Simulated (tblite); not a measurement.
**Geometry relaxation, with input and output: C3H10BBrSi (part 1 of 2)**

System: C3H10BBrSi.
Method: GFN2-xTB geometry optimisation, gas phase (tblite 0.8.0).

It belongs to a series of runs on one base structure; here: H on B replaced by iPr.

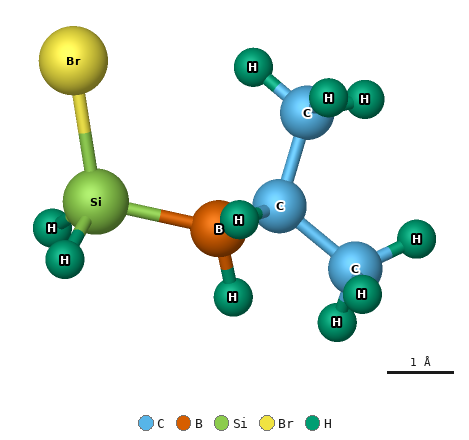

Fig. 1: The structure as given in the input (ball-and-stick view, seen at a tilt). Bond lengths as drawn: Br–Si 2.24 Å, B–C 1.60 Å, B–H 1.20 Å, B–Si 1.94 Å, C–C 1.50 to 1.51 Å, C–H 1.09 to 1.12 Å and H–Si 1.47 to 1.48 Å.

## Summary

| quantity | value |
| --- | --- |
| outcome | converged |
| total energy | −505.9812 eV |
| hardware | 1 CPU thread, shared host |
| wall time | 1.4 s |
| peak memory | 0.18 GiB |

## The input
```
{"job": {"kind": "relax", "xc": "GFN2-xTB", "basis": "xTB"}, "charge": 0, "multiplicity": 1}
C     -0.739900     1.467700     0.206800
C     -0.541700     0.059100    -0.257800
C     -1.810300    -0.757700    -0.218000
B      0.560500    -0.707300     0.606400
Si     2.408600    -0.419900     0.076900
Br     2.972200     1.750500     0.105000
H     -1.438100     1.559900     1.072100
H     -1.232800     2.011700    -0.639400
H      0.208700     1.999400     0.395400
H     -0.156200     0.056500    -1.291700
H     -2.183400    -0.832000    -1.270800
H     -2.577400    -0.349700     0.476800
H     -1.533000    -1.759200     0.124800
H      0.293200    -1.841600     0.890500
H      2.518500    -1.007300    -1.275800
H      3.243500    -1.221200     0.987400
```

The first line tells a small driver script what to run in tblite; the rest is the geometry in Å.

Run as:
```bash
OMP_NUM_THREADS=1 python <driver script> task.json out
```

## Output
```
step      E/eV     max force
  0    -505.11033    2.288
  1    -505.30314    0.997
  2    -505.40173    0.650
  3    -505.48441    0.679
  4    -505.55645    0.557
  5    -505.60165    0.458
  6    -505.64348    0.562
  7    -505.69071    0.496
  8    -505.72254    0.393
  9    -505.74188    0.291
 10    -505.75644    0.319
 11    -505.76899    0.278
 12    -505.77984    0.303
 13    -505.78906    0.244
 14    -505.79735    0.260
 15    -505.80481    0.233
 16    -505.81055    0.195
 17    -505.81498    0.150
 18    -505.81918    0.192
 19    -505.82410    0.215
 20    -505.83008    0.213
 21    -505.83672    0.284
 22    -505.84360    0.289
 23    -505.85069    0.265
 24    -505.85721    0.244
 25    -505.86251    0.305
 26    -505.86748    0.264
 27    -505.87265    0.183
 28    -505.87786    0.192
 29    -505.88333    0.195
 30    -505.88887    0.239
 31    -505.89469    0.231
 32    -505.90131    0.269
 33    -505.90708    0.232
 34    -505.91116    0.274
 35    -505.91795    0.187
 36    -505.92398    0.143
 37    -505.93081    0.209
 38    -505.93547    0.208
 39    -505.93852    0.157
 40    -505.94143    0.125
 41    -505.94440    0.167
 42    -505.94812    0.177
 43    -505.95124    0.158
 44    -505.95348    0.120
 45    -505.95511    0.127
 46    -505.95643    0.148
 47    -505.95838    0.111
 48    -505.96096    0.087
 49    -505.96243    0.103
 50    -505.96390    0.084
 51    -505.96490    0.079
 52    -505.96597    0.090
 53    -505.96704    0.092
 54    -505.96813    0.093
 55    -505.96894    0.058
 56    -505.96937    0.047
 57    -505.96966    0.047
 58    -505.97001    0.048
 59    -505.97053    0.050
 60    -505.97112    0.051
 61    -505.97158    0.043
 62    -505.97187    0.044
 63    -505.97210    0.040
 64    -505.97235    0.030
 65    -505.97260    0.040
 66    -505.97280    0.038
 67    -505.97297    0.032
 68    -505.97315    0.035
 69    -505.97340    0.039
 70    -505.97373    0.047
 71    -505.97412    0.049
 72    -505.97455    0.051
 73    -505.97502    0.059
 74    -505.97550    0.062
 75    -505.97593    0.051
 76    -505.97624    0.038
 77    -505.97644    0.041
 78    -505.97660    0.037
 79    -505.97679    0.036
 80    -505.97702    0.040
 81    -505.97729    0.048
 82    -505.97755    0.040
 83    -505.97778    0.038
 84    -505.97800    0.038
 85    -505.97821    0.034
 86    -505.97841    0.041
 87    -505.97861    0.036
 88    -505.97880    0.041
 89    -505.97900    0.033
 90    -505.97922    0.036
 91    -505.97941    0.031
 92    -505.97958    0.042
 93    -505.97974    0.027
 94    -505.97988    0.020
 95    -505.97997    0.022
 96    -505.98003    0.018
 97    -505.98009    0.013
 98    -505.98016    0.017
 99    -505.98022    0.018
100    -505.98027    0.017
101    -505.98031    0.014
102    -505.98034    0.012
103    -505.98038    0.015
104    -505.98044    0.021
105    -505.98049    0.018
106    -505.98052    0.012
107    -505.98054    0.013
108    -505.98058    0.016
109    -505.98065    0.023
110    -505.98076    0.032
111    -505.98090    0.027
112    -505.98099    0.017
113    -505.98103    0.014
114    -505.98106    0.013
115    -505.98109    0.013
116    -505.98112    0.013
117    -505.98115    0.010
118    -505.98116    0.009
```

## Trajectory as extended XYZ (Å, eV, eV/Å), 30 of the 119 frames kept, from step=0 to step=118
```
16
Properties=species:S:1:pos:R:3:forces:R:3 step=0 energy=-505.11033
C    -0.7399    1.4677    0.2068   -0.8790   1.9890  -0.7130
C    -0.5417    0.0591   -0.2578    0.9390  -1.0640   1.2720
C    -1.8103   -0.7577   -0.2180   -1.1150  -0.4010  -0.8830
B     0.5605   -0.7073    0.6064    0.2130  -0.6440  -1.1430
Si    2.4086   -0.4199    0.0769   -0.3310  -0.4820   0.6470
Br    2.9722    1.7505    0.1050    0.2980  -0.2820  -0.1260
H    -1.4381    1.5599    1.0721    0.8140  -0.2090  -0.5010
H    -1.2328    2.0117   -0.6394    0.2250  -0.0580   0.7340
H     0.2087    1.9994    0.3954   -0.5920  -0.2690   0.1360
H    -0.1562    0.0565   -1.2917   -0.0470   0.1720   0.1910
H    -2.1834   -0.8320   -1.2708   -0.3260  -0.0230   1.0680
H    -2.5774   -0.3497    0.4768    0.4880  -0.2490  -0.7130
H    -1.5330   -1.7592    0.1248   -0.6870   0.1050  -0.2840
H     0.2932   -1.8416    0.8905    0.2430   0.6650   0.4320
H     2.5185   -1.0073   -1.2758    0.2850   0.3670   0.1160
H     3.2435   -1.2212    0.9874    0.4730   0.3840  -0.2350
16
Properties=species:S:1:pos:R:3:forces:R:3 step=4 energy=-505.55645
C    -0.7643    1.5111    0.1697    0.0610  -0.3380   0.0980
C    -0.5359    0.0364   -0.2018   -0.2400   0.1010  -0.4580
C    -1.8317   -0.7744   -0.2428   -0.0740   0.0360   0.0450
B     0.5791   -0.7701    0.5098   -0.2200   0.0970   0.2190
Si    2.4054   -0.4562    0.1204    0.4200   0.0740  -0.1960
Br    3.0085    1.7047    0.0903    0.1760  -0.1880  -0.0350
H    -1.3830    1.5535    1.0511   -0.2660   0.0940   0.2860
H    -1.2514    2.0492   -0.6324   -0.1030   0.0630  -0.0830
H     0.1684    1.9996    0.4098    0.1870   0.1750  -0.0920
H    -0.1619    0.0710   -1.2384    0.0740  -0.0060  -0.0990
H    -2.2501   -0.8334   -1.2335   -0.2070   0.0920  -0.3040
H    -2.5648   -0.3591    0.4229   -0.3870   0.2010   0.2500
H    -1.6208   -1.7785    0.0922   -0.2050  -0.3210  -0.0650
H     0.3133   -1.8046    0.9551   -0.0720  -0.3370   0.3420
H     2.5603   -0.9585   -1.2567    0.3170   0.1680  -0.0210
H     3.3214   -1.1817    0.9731    0.5380   0.0880   0.1150
16
Properties=species:S:1:pos:R:3:forces:R:3 step=8 energy=-505.72254
C    -0.7777    1.5018    0.1742   -0.0630   0.0520   0.0310
C    -0.5685    0.0197   -0.2281    0.1920  -0.2000   0.1910
C    -1.8891   -0.7835   -0.2554   -0.1280   0.1070  -0.1140
B     0.5696   -0.8046    0.5033    0.1010   0.0450   0.2320
Si    2.4577   -0.4900    0.1325   -0.1830  -0.2080   0.1250
Br    3.0761    1.6514    0.0739    0.1120   0.1500   0.0310
H    -1.3897    1.5649    1.0764    0.0330  -0.0500  -0.1180
H    -1.2760    2.0686   -0.6244    0.0580  -0.2970   0.2510
H     0.1626    2.0184    0.3914   -0.1170  -0.2320  -0.1350
H    -0.1545    0.0777   -1.2474   -0.2140  -0.0800  -0.1650
H    -2.3302   -0.8111   -1.2542    0.0290   0.1360   0.1080
H    -2.6175   -0.3368    0.4241    0.0880  -0.1130  -0.0690
H    -1.7260   -1.8253    0.0488   -0.0830   0.3530  -0.0940
H     0.3141   -1.8195    1.0566   -0.0600   0.2320  -0.0580
H     2.6636   -0.8955   -1.2606    0.2390  -0.0470  -0.0980
H     3.4779   -1.1273    0.9774   -0.0040   0.1520  -0.1190
16
Properties=species:S:1:pos:R:3:forces:R:3 step=12 energy=-505.77984
C    -0.7815    1.4764    0.1841    0.0470  -0.1010  -0.0270
C    -0.5640   -0.0031   -0.2252   -0.1170   0.0810  -0.0950
C    -1.9101   -0.7624   -0.2690    0.0640  -0.0020   0.0570
B     0.5755   -0.8006    0.5351   -0.0350   0.0280  -0.1390
Si    2.4624   -0.5152    0.1379    0.1220   0.2280  -0.1580
Br    3.1140    1.6474    0.0759   -0.0500  -0.0730   0.0460
H    -1.3924    1.5564    1.0789    0.0530  -0.1420   0.1120
H    -1.2884    2.0291   -0.5992   -0.1400  -0.0720  -0.1490
H     0.1562    1.9902    0.3659    0.1370  -0.0390   0.0430
H    -0.1912    0.0618   -1.2655   -0.0460  -0.0720   0.1040
H    -2.3559   -0.7713   -1.2593    0.0190   0.1930  -0.0680
H    -2.6305   -0.3374    0.4220   -0.0140   0.1270   0.0520
H    -1.7735   -1.7986    0.0203    0.0280  -0.1450  -0.0170
H     0.2985   -1.7957    1.0917   -0.0600   0.0370   0.1250
H     2.7406   -0.8827   -1.2666    0.0450  -0.0530   0.1330
H     3.5327   -1.0853    0.9615   -0.0520   0.0040  -0.0170
16
Properties=species:S:1:pos:R:3:forces:R:3 step=16 energy=-505.81055
C    -0.7800    1.4549    0.1839   -0.0220   0.0510  -0.0140
C    -0.5733   -0.0146   -0.2288    0.0640  -0.0950  -0.0230
C    -1.9235   -0.7523   -0.2702   -0.0950  -0.0300  -0.0040
B     0.5776   -0.7976    0.5262    0.0100  -0.0570  -0.0230
Si    2.4753   -0.4957    0.1221   -0.1040  -0.0900   0.0780
Br    3.1296    1.6439    0.0874   -0.0150   0.1940   0.0120
H    -1.3729    1.5178    1.0961    0.1090  -0.0450   0.0020
H    -1.3201    1.9832   -0.6020    0.0370   0.0160   0.0930
H     0.1700    1.9585    0.3544   -0.0770   0.0350  -0.0560
H    -0.2227    0.0367   -1.2682    0.1070   0.0070  -0.1360
H    -2.3656   -0.7037   -1.2654    0.0030   0.0290   0.0760
H    -2.6341   -0.3161    0.4279    0.0320  -0.0030   0.0520
H    -1.8012   -1.8009   -0.0071   -0.0520  -0.0090  -0.0780
H     0.2800   -1.7591    1.1376    0.0750   0.0860   0.0500
H     2.8027   -0.8899   -1.2516    0.0090  -0.0540  -0.0880
H     3.5504   -1.0562    0.9462   -0.0810  -0.0350   0.0570
16
Properties=species:S:1:pos:R:3:forces:R:3 step=20 energy=-505.83008
C    -0.7759    1.4354    0.1794    0.0790  -0.1200   0.0010
C    -0.5697   -0.0356   -0.2491   -0.0080   0.0660  -0.0890
C    -1.9385   -0.7487   -0.2691    0.1430   0.0600  -0.0590
B     0.5789   -0.8052    0.5117    0.0130   0.0520   0.0700
Si    2.4706   -0.4910    0.1159    0.1310   0.0890  -0.1220
Br    3.1263    1.6794    0.0996   -0.1190  -0.1760  -0.0050
H    -1.3318    1.4777    1.1133    0.0080  -0.0130   0.0130
H    -1.3388    1.9620   -0.5863   -0.0490   0.0490   0.0450
H     0.1667    1.9510    0.3317    0.0630   0.0510  -0.0780
H    -0.2185    0.0202   -1.2949   -0.0490   0.0000   0.0390
H    -2.3783   -0.6499   -1.2564   -0.1590  -0.0280  -0.0380
H    -2.6259   -0.3038    0.4488    0.0920  -0.1010   0.0260
H    -1.8339   -1.8089   -0.0457   -0.0610   0.0430  -0.0330
H     0.2870   -1.7177    1.1873    0.0290  -0.0320   0.0680
H     2.8399   -0.9071   -1.2529   -0.0520   0.0650   0.0810
H     3.5343   -1.0487    0.9553   -0.0600  -0.0030   0.0780
16
Properties=species:S:1:pos:R:3:forces:R:3 step=24 energy=-505.85721
C    -0.7536    1.3921    0.1721   -0.0230   0.2110   0.0070
C    -0.5577   -0.0652   -0.2944   -0.0210  -0.0190   0.0740
C    -1.9444   -0.7323   -0.2916   -0.1650  -0.0850  -0.0420
B     0.5892   -0.8062    0.5094   -0.0130   0.0680   0.0090
Si    2.4829   -0.4755    0.0916   -0.1210  -0.1180   0.1760
Br    3.0914    1.6938    0.1159   -0.0440  -0.0720  -0.0390
H    -1.2534    1.4064    1.1398    0.0690  -0.0050   0.0050
H    -1.3805    1.9337   -0.5358   -0.0290  -0.0830   0.0200
H     0.1746    1.9475    0.2669    0.1070  -0.0590  -0.0360
H    -0.2247   -0.0054   -1.3397   -0.0100   0.0270  -0.0590
H    -2.4466   -0.5666   -1.2434   -0.0200   0.0390   0.0160
H    -2.5798   -0.3153    0.4883    0.0820  -0.0050   0.0260
H    -1.9059   -1.8054   -0.1259    0.1670  -0.0710  -0.0570
H     0.3106   -1.6456    1.2870    0.0050   0.0820  -0.0600
H     2.8946   -0.9145   -1.2447    0.0010   0.0670  -0.0820
H     3.4955   -1.0324    0.9928    0.0150   0.0220   0.0430
16
Properties=species:S:1:pos:R:3:forces:R:3 step=28 energy=-505.87786
C    -0.7361    1.3897    0.1679    0.0050  -0.1910  -0.0220
C    -0.5591   -0.0732   -0.3183   -0.0520   0.0470  -0.0920
C    -1.9547   -0.7356   -0.3095    0.1470   0.0450   0.0790
B     0.5840   -0.7880    0.5105   -0.1130  -0.0400  -0.0410
Si    2.4703   -0.4913    0.1018    0.0640  -0.0200  -0.0870
Br    3.0490    1.6826    0.1157    0.0240   0.0110  -0.0160
H    -1.1884    1.3715    1.1579    0.0850   0.1160   0.0320
H    -1.4125    1.9115   -0.5043    0.0170   0.0480   0.0000
H     0.2029    1.9376    0.2177   -0.0900  -0.0370  -0.0500
H    -0.2316   -0.0110   -1.3679   -0.0260   0.0360   0.0360
H    -2.4948   -0.5184   -1.2316    0.0550  -0.0010   0.0950
H    -2.5311   -0.3346    0.5210   -0.0750  -0.1040   0.0210
H    -1.9019   -1.8163   -0.1869    0.0710   0.0390  -0.0940
H     0.3249   -1.5896    1.3275   -0.1350   0.0270   0.0170
H     2.9074   -0.8998   -1.2461   -0.0370   0.0390   0.1040
H     3.4640   -1.0264    1.0332    0.0600  -0.0140   0.0210
16
Properties=species:S:1:pos:R:3:forces:R:3 step=33 energy=-505.90708
C    -0.7169    1.3516    0.1576    0.0620   0.2230  -0.0010
C    -0.5650   -0.0866   -0.3678    0.1180  -0.0200   0.1330
C    -1.9490   -0.7327   -0.3171   -0.0610  -0.1030  -0.0020
B     0.5582   -0.7849    0.4985    0.1560   0.0580  -0.0780
Si    2.4644   -0.5173    0.1125   -0.1200   0.0420   0.1710
Br    3.0014    1.6674    0.1102    0.0570   0.0900   0.0300
H    -1.0443    1.3570    1.1939   -0.0570  -0.0550   0.0450
H    -1.4536    1.8799   -0.4401   -0.0790   0.0350  -0.0090
H     0.2124    1.9008    0.1062    0.1520   0.1630  -0.0640
H    -0.2611   -0.0059   -1.4191   -0.0010   0.0020  -0.0130
H    -2.5468   -0.4288   -1.1671   -0.1090   0.0870  -0.1580
H    -2.4792   -0.4259    0.5804    0.0300  -0.1170   0.0940
H    -1.8735   -1.8120   -0.3300   -0.0510  -0.2240   0.0020
H     0.2688   -1.4701    1.4019   -0.1510  -0.0270   0.0490
H     2.9347   -0.8708   -1.2213    0.0620  -0.1380  -0.1220
H     3.4420   -1.0128    1.0900   -0.0070  -0.0160  -0.0770
16
Properties=species:S:1:pos:R:3:forces:R:3 step=37 energy=-505.93081
C    -0.6980    1.3634    0.1537    0.0330  -0.1210  -0.0490
C    -0.5594   -0.0863   -0.3763   -0.0920   0.0630  -0.0770
C    -1.9473   -0.7485   -0.3231    0.1280   0.0040   0.0110
B     0.5580   -0.7848    0.4944   -0.1380   0.1560   0.0170
Si    2.4557   -0.5172    0.1294    0.0510  -0.0130  -0.1650
Br    2.9841    1.6728    0.1123    0.0680   0.0220   0.0430
H    -0.9800    1.3539    1.2040    0.0080   0.0330   0.0230
H    -1.4726    1.8789   -0.4058   -0.0580   0.0280  -0.0200
H     0.2280    1.9164    0.0439   -0.0090   0.0870   0.0070
H    -0.2712    0.0011   -1.4353    0.0010  -0.0300   0.1000
H    -2.5716   -0.3915   -1.1388   -0.0280   0.0050   0.0010
H    -2.4456   -0.5081    0.6133    0.0270  -0.0520   0.0310
H    -1.8650   -1.8299   -0.3962   -0.0310  -0.0340  -0.0670
H     0.2154   -1.4129    1.4213   -0.0140  -0.0730   0.0450
H     2.9379   -0.8805   -1.2137   -0.0140  -0.0620   0.1090
H     3.4239   -1.0178    1.1055    0.0700  -0.0130  -0.0110
16
Properties=species:S:1:pos:R:3:forces:R:3 step=41 energy=-505.94440
C    -0.6839    1.3612    0.1448   -0.1140   0.1180   0.0220
C    -0.5674   -0.0840   -0.3914    0.0420  -0.0270   0.0460
C    -1.9415   -0.7601   -0.3298   -0.1070  -0.0230  -0.0240
B     0.5378   -0.7605    0.5047    0.0820   0.0010   0.0560
Si    2.4520   -0.5243    0.1310   -0.0670   0.0460   0.1460
Br    2.9862    1.6731    0.1208    0.0440  -0.0590   0.0250
H    -0.9103    1.3600    1.2112    0.0300   0.0070  -0.0380
H    -1.4964    1.8734   -0.3678   -0.0090  -0.0150  -0.0060
H     0.2275    1.9324   -0.0180   -0.0810  -0.0340   0.0170
H    -0.2845    0.0015   -1.4452    0.0480  -0.0240  -0.0730
H    -2.5995   -0.3545   -1.0982   -0.0140  -0.0050   0.0660
H    -2.4067   -0.5986    0.6410    0.0300   0.0120  -0.0040
H    -1.8646   -1.8362   -0.4817    0.0420   0.0440  -0.0700
H     0.1646   -1.3612    1.4463    0.1050   0.0280  -0.0520
H     2.9513   -0.8971   -1.1927    0.0000  -0.0790  -0.0440
H     3.4279   -1.0160    1.1138   -0.0320   0.0080  -0.0660
16
Properties=species:S:1:pos:R:3:forces:R:3 step=45 energy=-505.95511
C    -0.6900    1.3688    0.1346    0.0250  -0.0510  -0.0100
C    -0.5700   -0.0804   -0.4029   -0.0160   0.0240  -0.0210
C    -1.9397   -0.7704   -0.3374    0.0760   0.0340  -0.0170
B     0.5319   -0.7294    0.5176   -0.0090  -0.0600  -0.0430
Si    2.4383   -0.5198    0.1456    0.0690  -0.0310  -0.0630
Br    2.9937    1.6631    0.1374    0.0600   0.0270  -0.0020
H    -0.8449    1.3656    1.2108   -0.1180   0.0120   0.0440
H    -1.5264    1.8738   -0.3393   -0.0880  -0.0240  -0.0030
H     0.2055    1.9474   -0.0653    0.0370   0.0290  -0.0700
H    -0.2797   -0.0054   -1.4591   -0.0100   0.0030   0.0350
H    -2.6338   -0.3281   -1.0474   -0.0340   0.0780  -0.0040
H    -2.3570   -0.6741    0.6609   -0.0380  -0.0230   0.0370
H    -1.8556   -1.8298   -0.5718    0.0390  -0.0060  -0.0080
H     0.1603   -1.3187    1.4627    0.0480   0.0150   0.0240
H     2.9457   -0.9331   -1.1720   -0.0700   0.0070   0.0520
H     3.4141   -1.0205    1.1142    0.0300  -0.0340   0.0490
16
Properties=species:S:1:pos:R:3:forces:R:3 step=49 energy=-505.96243
C    -0.6985    1.3710    0.1303   -0.0150   0.0120  -0.0270
C    -0.5724   -0.0777   -0.4038    0.0170  -0.0120   0.0200
C    -1.9387   -0.7696   -0.3422   -0.0050   0.0130   0.0230
B     0.5335   -0.7302    0.5151    0.0280   0.0780  -0.0250
Si    2.4455   -0.5233    0.1526    0.0070   0.0300   0.0610
Br    3.0262    1.6583    0.1454    0.0030  -0.0360  -0.0170
H    -0.8418    1.3757    1.2097   -0.0200  -0.0020  -0.0030
H    -1.5564    1.8628   -0.3240   -0.0080  -0.0440  -0.0290
H     0.1879    1.9556   -0.1011   -0.0240   0.0200   0.0110
H    -0.2810   -0.0088   -1.4588   -0.0080   0.0380  -0.0040
H    -2.6534   -0.2993   -1.0143    0.0290   0.0520  -0.0380
H    -2.3443   -0.7185    0.6644    0.0000  -0.0250   0.0660
H    -1.8508   -1.8168   -0.6212    0.0000  -0.0370  -0.0250
H     0.1694   -1.2934    1.4763    0.0050  -0.0380   0.0400
H     2.9387   -0.9523   -1.1555    0.0010  -0.0130  -0.1020
H     3.4285   -1.0245    1.1158   -0.0110  -0.0350   0.0480
16
Properties=species:S:1:pos:R:3:forces:R:3 step=53 energy=-505.96704
C    -0.7092    1.3796    0.1239   -0.0250  -0.0170   0.0080
C    -0.5708   -0.0708   -0.4000    0.0150   0.0080   0.0020
C    -1.9337   -0.7715   -0.3396    0.0500  -0.0100  -0.0060
B     0.5397   -0.7099    0.5198    0.0110  -0.0440   0.0580
Si    2.4526   -0.5223    0.1627    0.0210  -0.0560  -0.0700
Br    3.0502    1.6485    0.1481    0.0220   0.0030  -0.0230
H    -0.8510    1.3898    1.2028    0.0170   0.0050   0.0310
H    -1.5790    1.8504   -0.3250   -0.0400   0.0170  -0.0790
H     0.1672    1.9736   -0.1198   -0.0170   0.0220   0.0270
H    -0.2791   -0.0009   -1.4556   -0.0180   0.0150   0.0120
H    -2.6534   -0.2805   -0.9930    0.0180   0.0100   0.0120
H    -2.3279   -0.7612    0.6743    0.0140   0.0070   0.0010
H    -1.8372   -1.8082   -0.6562   -0.0310  -0.0140  -0.0160
H     0.1843   -1.2905    1.4775   -0.0130   0.0140  -0.0030
H     2.9139   -0.9733   -1.1593    0.0000   0.0440   0.0480
H     3.4259   -1.0440    1.1280   -0.0240  -0.0050  -0.0040
```
